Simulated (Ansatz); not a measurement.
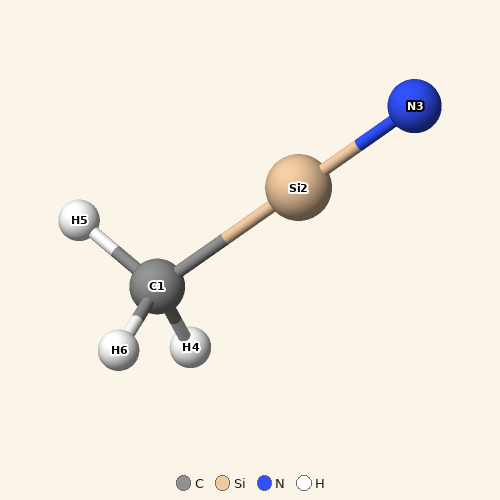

The system is CH₃NSi (SMILES C[Si]#N) with the probe Br-; the picture shows it without the atoms that are moved over the map. The probe is moved over a plane parallel to the molecule's main plane, 3.00 Å above it. First axis: x of the probe's Br atom. Second axis: y of the probe's Br atom. Nothing is relaxed (molecule and probe rigid). The grid has 13 × 9 points. Energies: kcal/mol, counted from molecule and probe far apart, each relaxed in its own basis (no counterpoise correction). The calculation used RHF/def2-SVPD (Ansatz 0.2.0).

Range: x of the probe's Br atom from −3.66 to 3.66 Å; y of the probe's Br atom from −2.44 to 2.44 Å.

What will the energy surface look like?

Answer. The lowest grid point is at x of the probe's Br atom = −3.05 Å, y of the probe's Br atom = 1.83 Å [nearest 1 H at 2.70 Å], −16.1 kcal/mol from molecule and probe far apart, each relaxed in its own basis (no counterpoise correction). The highest grid point, x of the probe's Br atom = 2.44 Å, y of the probe's Br atom = 0.00 Å [nearest 1 N at 3.10 Å], lies 33.9 kcal/mol above the lowest. Near the minimum the curvatures are about 0.038 and 0.31 eV/Å² along the soft and the stiff direction.

| y of the probe's Br atom ↓, x of the probe's Br atom → | −3.66 | −3.05 | −2.44 | −1.83 | −1.22 | −0.61 | 0.00 | 0.61 | 1.22 | 1.83 | 2.44 | 3.05 | 3.66 |
| --- | --- | --- | --- | --- | --- | --- | --- | --- | --- | --- | --- | --- | --- |
| 2.44 | −14.0 | −14.9 | −15.2 | −14.7 | −13.6 | −11.5 | −7.9 | −3.1 | 1.9 | 6.1 | 8.8 | 10.3 | 10.7 |
| 1.83 | −15.4 | −16.1 | −15.8 | −15.3 | −14.8 | −13.4 | −9.7 | −3.6 | 3.1 | 8.3 | 11.2 | 12.5 | 12.6 |
| 1.22 | −16.0 | −15.7 | −14.2 | −13.4 | −14.2 | −14.3 | −10.8 | −3.4 | 5.2 | 11.3 | 14.1 | 14.8 | 14.3 |
| 0.61 | −15.9 | −14.6 | −11.9 | −10.9 | −12.9 | −14.6 | −11.4 | −2.7 | 7.6 | 14.4 | 16.7 | 16.6 | 15.7 |
| 0.00 | −15.7 | −14.2 | −11.4 | −10.6 | −13.0 | −15.0 | −11.7 | −2.3 | 8.7 | 15.8 | 17.8 | 17.4 | 16.2 |
| −0.61 | −15.6 | −14.7 | −12.9 | −12.5 | −14.4 | −15.4 | −11.7 | −2.8 | 7.5 | 14.4 | 16.7 | 16.7 | 15.7 |
| −1.22 | −15.4 | −15.4 | −14.7 | −14.6 | −15.3 | −15.0 | −11.1 | −3.5 | 5.1 | 11.3 | 14.1 | 14.8 | 14.4 |
| −1.83 | −14.7 | −15.3 | −15.4 | −15.3 | −15.0 | −13.5 | −9.7 | −3.6 | 3.1 | 8.3 | 11.3 | 12.5 | 12.6 |
| −2.44 | −13.4 | −14.2 | −14.5 | −14.3 | −13.3 | −11.3 | −7.8 | −3.1 | 2.0 | 6.1 | 8.8 | 10.3 | 10.7 |

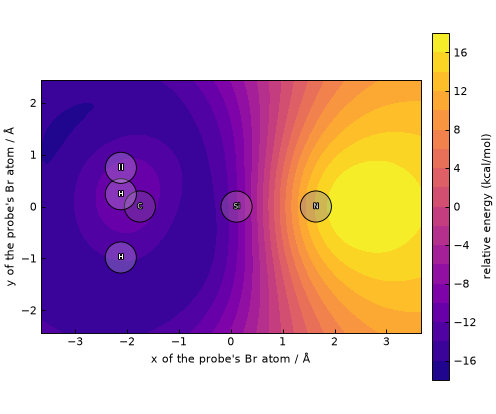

Drawn: filled contours, labelled circles for the molecule's atoms, projected on the plane. Between grid points the surface is interpolated.

Time for the 117 points that were run: 11 min on 1 thread of AMD EPYC 7R43 64-Core Processor (Zen 3), on a shared host.
